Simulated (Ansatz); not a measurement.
# SiH2SF (SMILES F[SiH2][S]): UB3LYP/STO-3G

Aim: the electronic atomisation energy of SiH2SF at UB3LYP/STO-3G, from 5 runs. 

The results are computed with Ansatz 0.2.0.

61 further runs of the same task are left out: 3 that didn't finish, 58 set aside as unsound or not needed.

## (1) The system as given

The species is SiH2SF (5 atoms), meant as a doublet with charge 0. As SMILES, `F[SiH2][S]`. Geometry: relaxed at PBE0-D4/def2-TZVP.

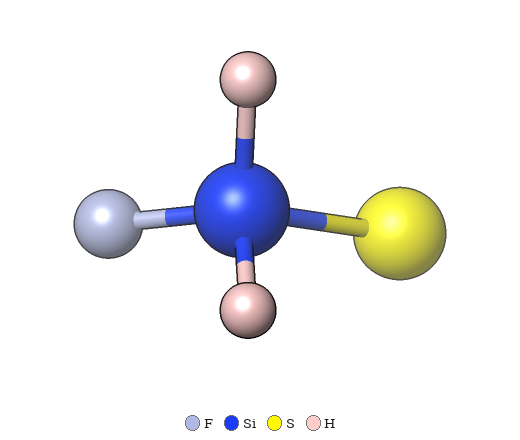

The structure, seen from a chosen angle (fluorine light blue, silicon blue, sulfur yellow, hydrogen pink).

## (2) A single-point energy at UB3LYP/STO-3G

run.yaml reads:

```yaml
crystal:
  periodic: [false, false, false]
  atoms:
    - symbol: F
      position_ang: [-0.324300, -0.023300, 1.585400]
    - symbol: Si
      position_ang: [0.086000, -0.081000, 0.044500]
    - symbol: S
      position_ang: [-1.148000, 1.061300, -1.211000]
    - symbol: H
      position_ang: [-0.023500, -1.493100, -0.391000]
    - symbol: H
      position_ang: [1.459700, 0.462600, -0.069300]
basis:
  gaussian: {orbitals: STO-3G}
magnetization: {spin_polarized: true, initial_magnetization: 1}
hamiltonian: {xc: {name: B3LYP}}
accuracy: high
```

Launch:

```
ansatz run run.yaml --threads 1 --pin off --max-ram 2610MiB --events-out events.jsonl --progress --plain --runs-dir runs
```

What it wrote:

```text
Warning: RAYON_NUM_THREADS=1 ignored (pool sized by the plan → 1); use --threads N
Functional definition: B3LYP
  name "B3LYP"
  parameter a0 = 0.2
  parameter ax = 0.72
  parameter ac = 0.81
  exchange = (1 - a0 - ax)*slater_x + ax*b88_x + a0*exact_x
  correlation = (1 - ac)*vwn_rpa_c + ac*lyp_c
460 factors; integrals over basis functions are off by at most 2.8e-8 eV
mean field evaluation 1: about -21208.9713 eV, gradient 1.5e1 eV
mean field evaluation 2: about -21209.2183 eV, gradient 1.5e1 eV
mean field evaluation 4: about -21210.7756 eV, gradient 3.3e-1 eV
mean field evaluation 8: about -21210.7594 eV, gradient 2.5e-3 eV
mean field evaluation 16: about -21210.7594 eV, gradient 2.6e-5 eV
mean field -21210.75944636 eV, -779.4810324848 hartree, gradient 1.1e-8 eV, S^2 0.751064; 2 other end points of the search recorded, 0 dependent functions left out
reference -21210.75947196 eV, -779.4810334254 hartree; 21, 20 occupied and 4, 5 virtual orbitals, 460 factors
Total energy: -21210.75947196 eV, -779.4810334254 hartree
```

Run time: 3.3 s. Hardware: 1 thread of Arm Neoverse V2, shared host; peak memory 0.14 GiB.

## (3) The F atom, same level

in.yaml reads:

```yaml
crystal:
  periodic: [false, false, false]
  atoms:
    - {symbol: F, position_ang: [0.000000, 0.000000, 0.000000]}
basis:
  gaussian:
    orbitals: STO-3G
magnetization:
  spin_polarized: true
  initial_magnetization: 1
hamiltonian:
  xc: {name: B3LYP}
accuracy: high
```

Launch:

```
ansatz run in.yaml --threads 1 --pin off --max-ram 2610MiB --events-out events.jsonl --progress --plain --runs-dir runs
```

What it wrote, shortened:

```text
Warning: RAYON_NUM_THREADS=1 ignored (pool sized by the plan → 1); use --threads N
[... 7 set-up lines as earlier in the session ...]
15 factors; integrals over basis functions are off by at most 1.2e-9 eV
mean field evaluation 1: about -2674.0343 eV, gradient 2.4e-12 eV
mean field evaluation 2: about -2674.0352 eV, gradient 9.9e-12 eV
mean field -2674.03521515 eV, -98.2689816307 hartree, gradient 0.0e0 eV, S^2 0.750000; 0 other end points of the search recorded, 0 dependent functions left out
reference -2674.03522206 eV, -98.2689818845 hartree; 5, 4 occupied and 0, 1 virtual orbitals, 15 factors
Total energy: -2674.03522206 eV, -98.2689818845 hartree
```

Wall time 0.16 s (1 thread of Arm Neoverse V2, shared host).

## (4) The H atom at the same level

in.yaml reads:

```yaml
crystal:
  periodic: [false, false, false]
  atoms:
    - {symbol: H, position_ang: [0.000000, 0.000000, 0.000000]}
basis:
  gaussian:
    orbitals: STO-3G
hamiltonian:
  xc: {name: B3LYP}
accuracy: high
magnetization:
  spin_polarized: true
  initial_magnetization: 1
```

Run the same way, it converges to -0.46753 Eh (log not shown).

## (5) The S atom at the same level

molecule.yaml reads:

```yaml
crystal:
  periodic: [false, false, false]
  atoms:
    - symbol: S
      position_ang: [0.000000, 0.000000, 0.000000]
basis:
  gaussian: {orbitals: STO-3G}
hamiltonian: {xc: {name: B3LYP}}
accuracy: high
magnetization: {spin_polarized: true, initial_magnetization: 2}
```

Run the same way, it converges to -393.67266 Eh (log not shown).

## (6) The Si atom

job.yaml reads:

```yaml
crystal:
  periodic: [false, false, false]
  atoms:
    - {symbol: Si, position_ang: [0.000000, 0.000000, 0.000000]}
basis:
  gaussian:
    orbitals: STO-3G
total_charge: 0
magnetization:
  spin_polarized: true
  initial_magnetization: 2
hamiltonian:
  xc: {name: B3LYP}
accuracy: high
```

Run the same way, it converges to -285.94209 Eh (log not shown).

## (7) Results

Level: UB3LYP/STO-3G.

| quantity | value |
| --- | --- |
| molecule: total energy | -779.48103 Eh |
| molecule: ⟨S²⟩ | 0.751 |
| F atom: total energy | -98.26898 Eh |
| F atom: ⟨S²⟩ | 0.750 |
| H atom: total energy | -0.46753 Eh |
| H atom: ⟨S²⟩ | 0.750 |
| S atom: total energy | -393.67266 Eh |
| S atom: ⟨S²⟩ | 2.000 |
| Si atom: total energy | -285.94209 Eh |
| Si atom: ⟨S²⟩ | 2.000 |
| electronic atomisation energy | 18.020 eV |

**Reading.** Taking the molecule apart into free atoms costs 18.02 eV (416 kcal/mol), before zero-point energy and without spin-orbit coupling. In a minimal basis such a difference can be off by several eV, whatever the method.
